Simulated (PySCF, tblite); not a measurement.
# C5H8O2S2Si: geometry, infrared bands and NMR shifts

Wanted: the infrared bands and NMR shifts of C5H8O2S2Si (`C[SiH2]SC(=C=S)CC(=O)O`), by calculation.

Computed with tblite 0.8.0 and PySCF 2.14.0, with density-fitted response routines of our own, on a single molecule in the gas phase. Atoms are numbered from 0 throughout.

**1. Starting geometry**

18 atoms, charge 0, multiplicity 1; geometry from: force field or distance geometry start.

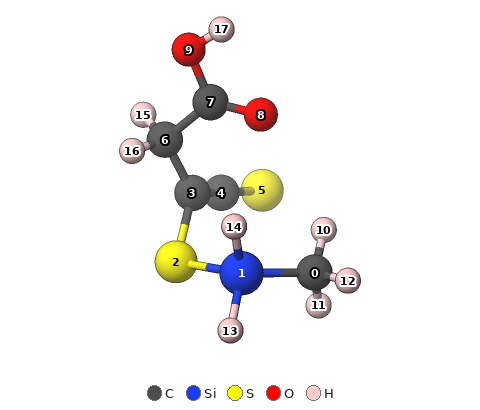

The starting geometry (carbon dark grey, silicon blue, sulfur yellow, oxygen red, hydrogen pink), atoms numbered; sticks join atoms by distance.

**2. Optimising the geometry with GFN2-xTB**

Job settings and geometry (Å):

```
{"job": {"kind": "relax", "xc": "GFN2-xTB", "basis": "xTB"}, "charge": 0, "multiplicity": 1}
C      2.186300     1.015000     1.062900
Si     0.816600     0.166100     1.957200
S      0.392500    -1.730600     1.021400
C     -0.100700    -1.277500    -0.605500
C      0.804400    -1.388600    -1.523000
S      2.034800    -1.514200    -2.835200
C     -1.550000    -1.006100    -0.891100
C     -1.748500     0.451700    -1.232300
O     -0.952800     1.358700    -1.112000
O     -2.999900     0.681700    -1.705100
H      1.886200     1.260700     0.035300
H      3.076800     0.397800     1.019100
H      2.441400     1.957700     1.569000
H      1.218000    -0.114300     3.368500
H     -0.433600     0.967800     1.972200
H     -1.879600    -1.619400    -1.724900
H     -2.187500    -1.241700    -0.025300
H     -3.013100     1.641600    -1.889600
```

Command:

```bash
> OMP_NUM_THREADS=1 python probes_run.py task.json out
```

The driver reads the jobs from task.json and runs them one after another.

**Question.** This job is followed by: GFN2-xTB harmonic vibrations, gas phase; GIAO PBE0/pcSseg-1 NMR shielding, non-relativistic, gas phase. What will the session give for the following? strongest single infrared mode (GFN2-xTB); zero-point energy (GFN2-xTB); 13C shifts against TMS (PBE0/pcSseg-1); 1H shifts against TMS (PBE0/pcSseg-1, means over atoms taken as alike); 29Si shifts against TMS (PBE0/pcSseg-1); 33S shifts against CS2 (PBE0/pcSseg-1); 17O shifts against H2O (PBE0/pcSseg-1).

The runs gave:

| quantity | value |
| --- | --- |
| strongest single infrared mode (GFN2-xTB) | 1784 cm⁻¹, 407 km/mol |
| zero-point energy (GFN2-xTB) | 73.5 kcal/mol |
| 13C shifts against TMS (PBE0/pcSseg-1) | 264.8, 178.0, 79.7, 40.1, -2.5 ppm |
| 1H shifts against TMS (PBE0/pcSseg-1, means over atoms taken as alike) | 6.36, 5.04, 3.41, 0.80 ppm |
| 29Si shifts against TMS (PBE0/pcSseg-1) | -15.4 ppm |
| 33S shifts against CS2 (PBE0/pcSseg-1) | 344, -57 ppm |
| 17O shifts against H2O (PBE0/pcSseg-1) | 437.4, 209.6 ppm |

What this shows: The optimisation took 168 steps and gained 1.203 eV; among the close pairs (by a distance rule), C4–S5 changed most, from 1.803 to 1.560 Å. No mode is imaginary among the 48: a minimum at this level. The strongest single mode, at 1784 cm⁻¹, moves mainly C7 and O8. GFN2-xTB is a fitted tight-binding method: band positions and strengths are rough. Its intensities can rank the bands wrongly. At PBE0/pcSseg-1: The widest tensor belongs to S5: span 833 ppm, with a paramagnetic part of -899 ppm.
